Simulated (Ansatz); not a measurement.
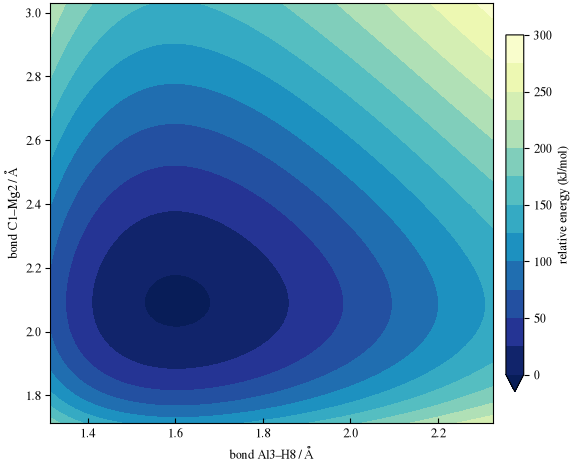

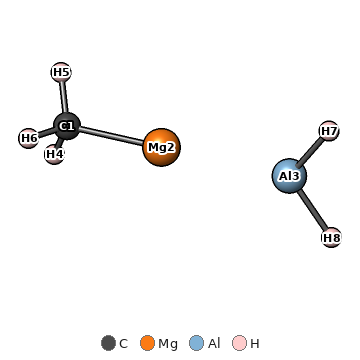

Energy landscape of CH5AlMg. Two internal coordinates are moved rigidly from the geometry relaxed at PBE0-D4/def2-TZVP, all others fixed. First axis: bond Al3–H8. Second axis: bond C1–Mg2. The grid has 7 × 7 points. Points are written as (first, second). Energies: kJ/mol, counted from the lowest grid point. Theory: RKS r2SCAN-D4/def2-TZVPP in Ansatz.

In the figure: filled contours. Between grid points the surface is interpolated. The second picture is the structure at the lowest point.

### Describe this landscape.

The lowest grid point is at (1.557 Å, 2.029 Å). No other kind of well shows on this grid. The highest grid point, (2.325 Å, 3.029 Å), lies 283 kJ/mol above the lowest. Round the minimum the two coordinates are nearly uncoupled.

The input of one point:

```yaml
crystal:
  periodic: [false, false, false]
  atoms:
    - {symbol: C, position_ang: [-1.105551, 1.688773, -0.719493]}
    - {symbol: Mg, position_ang: [-0.060190, 0.090285, -0.034730]}
    - {symbol: Al, position_ang: [1.356860, -2.073081, 0.884173]}
    - {symbol: H, position_ang: [-1.968375, 1.384074, -1.321733]}
    - {symbol: H, position_ang: [-0.489092, 2.339088, -1.349673]}
    - {symbol: H, position_ang: [-1.489280, 2.307404, 0.099083]}
    - {symbol: H, position_ang: [2.837451, -1.972795, 1.491082]}
    - {symbol: H, position_ang: [0.810573, -3.531037, 0.870577]}
basis:
  gaussian: {orbitals: def2-TZVPP}
hamiltonian: {xc: r2scan, dispersion: d4}
output: {forces: true}
```
